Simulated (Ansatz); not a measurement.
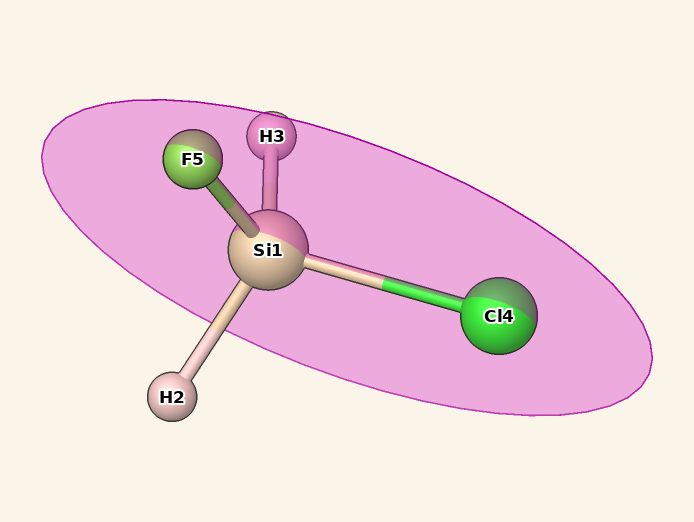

A disc through the centre of mass is drawn in. Distant atoms are faded towards the background colour. The computed structure is the end point of a PBE0-D4/def2-TZVP optimisation.

Is the plane of the disc a mirror plane of the structure?

Yes. The reflection leaves Si1, Cl4, F5 in place and moves H2 ↔ H3. The point group is Cs.
